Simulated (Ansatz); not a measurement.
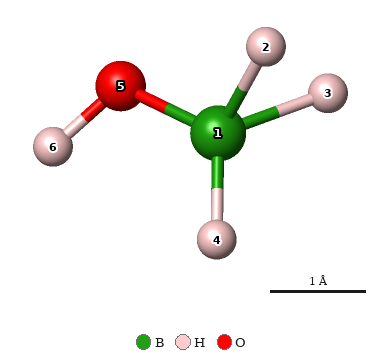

Figure 1. The structure as given in the input (ball-and-stick view, seen at a tilt; atoms are numbered from 1 in the order of the input).

## Run report: BH4O, nudged elastic band

BH4O, multiplicity 2, computed with UKS B3LYP-D4/def2-SVP (Ansatz 0.2.0).

One setting was made poor on purpose. It belongs to a series of runs on one base structure; here: band between the two ends. Figures and captions count atoms from 1; the log counts them from 0 in places.

## What the program printed
```
Engine: ansatz 0.2.0, aarch64-unknown-linux-gnu
Functional definition: B3LYP
  parameter a0 = 0.2
  parameter ax = 0.72
  parameter ac = 0.81
  exchange = (1 - a0 - ax)*slater_x + ax*b88_x + a0*exact_x
  correlation = (1 - ac)*vwn_rpa_c + ac*lyp_c
523 factors; integrals over basis functions are off by at most 3.4e-4 eV
mean field evaluation 1: about -2781.5137 eV, gradient 3.0e1 eV
mean field evaluation 2: about -2773.5878 eV, gradient 5.4e1 eV
mean field evaluation 4: about -2785.1335 eV, gradient 1.3e0 eV
mean field evaluation 8: about -2785.1651 eV, gradient 2.1e-2 eV
mean field -2785.16506719 eV, -102.3529283664 hartree, gradient 8.6e-5 eV, S^2 0.754009; 0 other end points of the search recorded, 0 dependent functions left out
the calculation of the forces begins
reference -2785.16525498 eV, -102.3529352677 hartree; 9, 8 occupied and 39, 40 virtual orbitals, 523 factors
525 factors; integrals over basis functions are off by at most 9.0e-4 eV
mean field evaluation 16: about -2781.0454 eV, gradient 2.6e1 eV
mean field -2784.03089567 eV, -102.3112483321 hartree, gradient 3.0e-5 eV, S^2 0.751820; 0 other end points of the search recorded, 0 dependent functions left out
[... from here on the field's lines of each further geometry are left out, up to the last ...]
NEB iter   1: max|band force component| = 4.633e0 eV/Å  barrier→ = 2.7409 eV  barrier← = 1.6050 eV  Δτ_max = 0.1075 Å  (195 SCF iters)
NEB iter   2: max|band force component| = 1.435e0 eV/Å  barrier→ = 2.3032 eV  barrier← = 1.1673 eV  Δτ_max = 0.1986 Å  (150 SCF iters)
NEB iter   3: max|band force component| = 1.309e0 eV/Å  barrier→ = 2.0260 eV  barrier← = 0.8900 eV  Δτ_max = 0.1623 Å  (157 SCF iters)
NEB iter   4: max|band force component| = 1.858e0 eV/Å  barrier→ = 1.6493 eV  barrier← = 0.5134 eV  Δτ_max = 0.0817 Å  (155 SCF iters)
NEB iter   5: max|band force component| = 1.241e0 eV/Å  barrier→ = 1.5091 eV  barrier← = 0.3731 eV  Δτ_max = 0.1654 Å  (150 SCF iters)
NEB iter   6: max|band force component| = 1.193e0 eV/Å  barrier→ = 1.2121 eV  barrier← = 0.0762 eV  Δτ_max = 0.1684 Å  (147 SCF iters)
NEB iter   7: max|band force component| = 1.184e0 eV/Å  barrier→ = 1.2742 eV  barrier← = 0.1383 eV  Δτ_max = 0.1663 Å  (142 SCF iters)
NEB iter   8: max|band force component| = 8.112e-1 eV/Å  barrier→ = 1.3473 eV  barrier← = 0.2114 eV  Δτ_max = 0.1647 Å  (146 SCF iters)
NEB iter   9: max|band force component| = 7.321e-1 eV/Å  barrier→ = 1.2910 eV  barrier← = 0.1551 eV  Δτ_max = 0.1639 Å  (147 SCF iters)
NEB iter  10: max|band force component| = 8.537e-1 eV/Å  barrier→ = 1.2253 eV  barrier← = 0.0894 eV  Δτ_max = 0.0829 Å  (144 SCF iters)
NEB iter  11: max|band force component| = 5.722e-1 eV/Å  barrier→ = 1.2108 eV  barrier← = 0.0749 eV  Δτ_max = 0.0831 Å  (144 SCF iters)
NEB iter  12: max|band force component| = 3.232e-1 eV/Å  barrier→ = 1.2026 eV  barrier← = 0.0667 eV  CI = image 5  Δτ_max = 0.0826 Å  (144 SCF iters)
NEB iter  13: max|band force component| = 2.197e-1 eV/Å  barrier→ = 1.2055 eV  barrier← = 0.0696 eV  CI = image 5  Δτ_max = 0.0826 Å  (148 SCF iters)
NEB iter  14: max|band force component| = 1.423e-1 eV/Å  barrier→ = 1.2095 eV  barrier← = 0.0735 eV  CI = image 5  Δτ_max = 0.0744 Å  (141 SCF iters)
NEB iter  15: max|band force component| = 8.744e-2 eV/Å  barrier→ = 1.2123 eV  barrier← = 0.0763 eV  CI = image 5  Δτ_max = 0.0536 Å  (145 SCF iters)
NEB iter  16: max|band force component| = 5.547e-2 eV/Å  barrier→ = 1.2121 eV  barrier← = 0.0762 eV  CI = image 5  Δτ_max = 0.0248 Å  (130 SCF iters)
NEB iter  17: max|band force component| = 1.194e-1 eV/Å  barrier→ = 1.2117 eV  barrier← = 0.0758 eV  CI = image 5  Δτ_max = 0.0124 Å  (132 SCF iters)
NEB iter  18: max|band force component| = 9.601e-2 eV/Å  barrier→ = 1.2117 eV  barrier← = 0.0757 eV  CI = image 5  Δτ_max = 0.0062 Å  (127 SCF iters)
the calculation of the forces begins
reference -2783.98356657 eV, -102.3095090196 hartree; 9, 8 occupied and 39, 40 virtual orbitals, 525 factors
525 factors; integrals over basis functions are off by at most 1.1e-3 eV
mean field -2783.95477070 eV, -102.3084507909 hartree, gradient 1.3e-5 eV, S^2 0.751968; 1 other end points of the search recorded, 0 dependent functions left out
the calculation of the forces begins
reference -2783.95496508 eV, -102.3084579344 hartree; 9, 8 occupied and 39, 40 virtual orbitals, 525 factors
NEB iter  19: max|band force component| = 4.699e-2 eV/Å  barrier→ = 1.2116 eV  barrier← = 0.0757 eV  CI = image 5  Δτ_max = 0.0000 Å  (243 SCF iters)
```

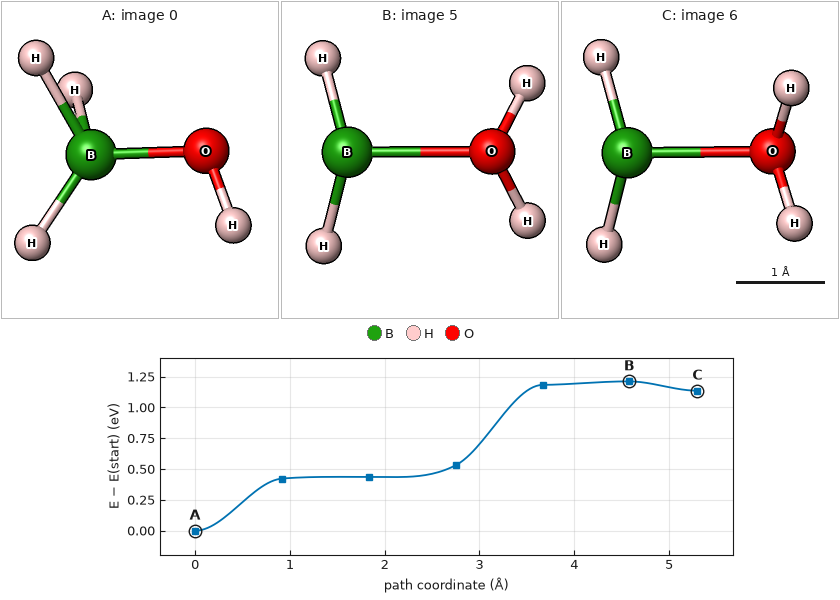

Figure 2. Images of the last band (counted from 0; ball-and-stick, seen on its broad side) above the energy along the path; the line is a cubic interpolation that uses the forces. The highest image is number 5, 1.212 eV above the start and 0.076 eV above the end (the climbing image); the end lies 1.136 eV above the start. The path is 5.30 Å long. The band converged in 19 iterations.

```
Total energy: -2784.02392503 eV, -102.3109921657 hartree
Atom 0 at    -0.310986     0.587178     0.540960 Å, force    -0.001704     0.002614    -0.002432 eV/Å
Atom 1 at     0.994865    -0.845646     1.596363 Å, force     0.003308     0.004147    -0.001823 eV/Å
Atom 2 at     0.565035     0.508672    -0.288846 Å, force     0.001136    -0.000089     0.002035 eV/Å
Atom 3 at    -1.465429     0.284744     0.345376 Å, force     0.000970    -0.001310     0.001081 eV/Å
Atom 4 at     0.192279    -0.346985     1.819602 Å, force    -0.000687    -0.011029    -0.001618 eV/Å
Atom 5 at    -0.490165    -0.989064     2.073643 Å, force    -0.003024     0.005667     0.002758 eV/Å
Dipole moment:     0.259288    -0.890619     0.530644 e Å
this run last wrote the band of iteration 19 to [file]
```

## The last band as extended XYZ (Å, eV, eV/Å)
```
6
Properties=species:S:1:pos:R:3:forces:R:3 image=0 energy=-2785.23533
B    -0.0940   -0.2063    0.7707   -0.0114  -0.0077  -0.0203
H     0.8940   -0.9938    0.4918    0.0034   0.0006   0.0033
H     0.8381    0.3695    0.0819    0.0003   0.0023   0.0114
H    -1.1220   -0.4267    0.1744    0.0041   0.0040   0.0141
O    -0.0730    0.1900    2.0944   -0.0073   0.0011  -0.0016
H    -0.9575    0.2662    2.4738    0.0108  -0.0002  -0.0068
6
Properties=species:S:1:pos:R:3:forces:R:3 image=1 energy=-2784.81238
B    -0.1619    0.1952    0.7214    0.0327  -0.0478  -0.0016
H     1.0117   -1.5959    0.5088   -0.0191   0.0421  -0.0223
H     0.7086    0.7557    0.1004    0.0145  -0.0125   0.0001
H    -1.0619   -0.4090    0.1768   -0.0040  -0.0064   0.0006
O    -0.1389    0.3470    2.0657   -0.0189   0.0227   0.0077
H    -0.8719   -0.0941    2.5140   -0.0052   0.0019   0.0155
6
Properties=species:S:1:pos:R:3:forces:R:3 image=2 energy=-2784.79828
B    -0.3158    0.3725    0.6533   -0.0385   0.0349  -0.0029
H     1.5088   -2.0487    0.8699    0.0027  -0.0047  -0.0054
H     0.4390    1.0900    0.0456    0.0191  -0.0019   0.0003
H    -1.1872   -0.2670    0.1057    0.0109  -0.0189  -0.0298
O    -0.1643    0.3225    1.9917    0.0015  -0.0216  -0.0086
H    -0.7949   -0.2703    2.4209    0.0044   0.0121   0.0464
6
Properties=species:S:1:pos:R:3:forces:R:3 image=3 energy=-2784.70309
B    -0.3196    0.3623    0.5449    0.0649  -0.1179  -0.0028
H     1.1860   -1.7073    1.4446    0.2022  -0.2941  -0.0230
H     0.4284    1.0512   -0.1029   -0.0571   0.0708   0.0215
H    -1.3333   -0.1127    0.0843   -0.0381   0.0430   0.0107
O     0.0577    0.0989    1.8164   -0.1080   0.2380   0.0255
H    -0.5336   -0.4936    2.2997   -0.0639   0.0602  -0.0318
6
Properties=species:S:1:pos:R:3:forces:R:3 image=4 energy=-2784.05211
B    -0.3404    0.5276    0.5188   -0.0007   0.0023   0.0009
H     0.6943   -1.1907    1.4840   -0.0026  -0.0055  -0.0026
H     0.6074    0.8830   -0.1367    0.0000   0.0030   0.0032
H    -1.3006   -0.0680    0.0820    0.0039  -0.0060   0.0012
O     0.2751   -0.3581    1.7701   -0.0007   0.0006  -0.0064
H    -0.4501   -0.5949    2.3689   -0.0001   0.0056   0.0037
6
Properties=species:S:1:pos:R:3:forces:R:3 image=5 energy=-2784.02373
B    -0.3110    0.5872    0.5410   -0.0017   0.0026  -0.0024
H     0.9949   -0.8456    1.5964    0.0033   0.0041  -0.0018
H     0.5650    0.5087   -0.2888    0.0011  -0.0001   0.0020
H    -1.4654    0.2847    0.3454    0.0010  -0.0013   0.0011
O     0.1923   -0.3470    1.8196   -0.0007  -0.0110  -0.0016
H    -0.4902   -0.9891    2.0736   -0.0030   0.0057   0.0028
6
Properties=species:S:1:pos:R:3:forces:R:3 image=6 energy=-2784.09941
B    -0.2972    0.5112    0.5578   -0.0049   0.0027  -0.0018
H     1.0324   -0.6469    1.7998    0.0024  -0.0030  -0.0021
H     0.5380    0.6140   -0.3084    0.0003  -0.0008   0.0057
H    -1.4824    0.3933    0.3570    0.0038  -0.0036  -0.0001
O     0.1417   -0.8195    1.4550    0.0009   0.0006  -0.0067
H    -0.4470   -0.8532    2.2259   -0.0026   0.0042   0.0050
```

This output came from the following input.

## Input
```yaml
crystal:
  periodic: [false, false, false]
  atoms:
    - { symbol: B, position_ang: [-0.09398, -0.206294, 0.770718] }
    - { symbol: H, position_ang: [0.893987, -0.993752, 0.491827] }
    - { symbol: H, position_ang: [0.838051, 0.369463, 0.081914] }
    - { symbol: H, position_ang: [-1.122022, -0.426701, 0.174434] }
    - { symbol: O, position_ang: [-0.072968, 0.190013, 2.094362] }
    - { symbol: H, position_ang: [-0.957469, 0.266171, 2.473843] }
magnetization:
  spin_polarized: true
  initial_magnetization: 1
basis:
  gaussian: { orbitals: def2-SVP }
hamiltonian:
  xc: b3lyp
  dispersion: d4
neb:
  order_check: false
  images: 5
  f_tol: 0.05
  max_iterations: 60
  initial_path: linear
  final_atoms:
    - { symbol: B, position_ang: [-0.23748585, 0.18781923, 0.27784092] }
    - { symbol: H, position_ang: [0.95898562, -0.18865598, 2.0322959] }
    - { symbol: H, position_ang: [0.64819648, -0.1838996, -0.45405205] }
    - { symbol: H, position_ang: [-1.41446482, 0.00362093, 0.07851074] }
    - { symbol: O, position_ang: [0.08068038, -0.49885704, 1.75956815] }
    - { symbol: H, position_ang: [-0.55031281, -0.12112754, 2.39293434] }
```

Launch command:
```bash
ansatz run input.yaml --threads 1 --pin off --max-ram 2048MiB --backend cpu --events-out ev --progress --plain --runs-dir out
```

## Key numbers

- outcome: converged
- barrier, forward: 1.212 eV
- barrier, backward: 0.076 eV
- hardware: 1 thread of Arm Neoverse V2, 24 GiB of memory available, shared host
- wall time: 1.9 min
- peak memory: 0.11 GiB

## Remarks

A deliberately poor setting: straight start. The order of the saddle point was not checked.
